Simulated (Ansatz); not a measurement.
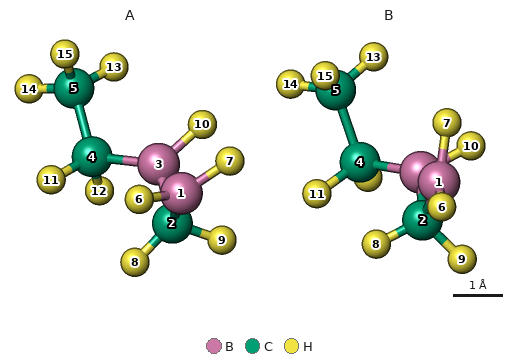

Two geometries of C3H10B2 (coarse preliminary run), drawn at one scale. One is the start of a relaxation, the other its converged end. The picture is a ball-and-stick view, seen from a free direction.

These are results of Ansatz 0.2.0, RKS PBE-D4/def2-SVP, not measurements. Settings: force threshold 0.03 eV/Å; at most 200 steps.

**Which one is relaxed?**

Structure A is the relaxed one. The start comes from a force field. The energy falls by 0.573 eV in 14 accepted moves (16 points after the start). Largest force component: 3.8 eV/Å at the start, 0.024 eV/Å at the end. The line search rejected the trial steps at points 8, 15 of the run. The atom that moves furthest after the best rigid fit is H7 (1.20 Å). By element the largest moves are H 1.20 Å, C 0.41 Å, B 0.27 Å. Some distances before and after: C4–H11 1.185 → 1.113 Å, C4–H12 1.063 → 1.123 Å, C2–H8 1.067 → 1.107 Å, C5–H14 1.083 → 1.109 Å. Bond angles that change, for instance: B3–C4–H12 113.4° → 101.6°, B3–C2–H9 111.5° → 102.7°, B3–C4–C5 110.7° → 117.6°. Groups turn about B1–C2 by about 75°, B3–C4 by about 35°. Cost: 22 s on 4 threads of Arm Neoverse V1, on a shared host.
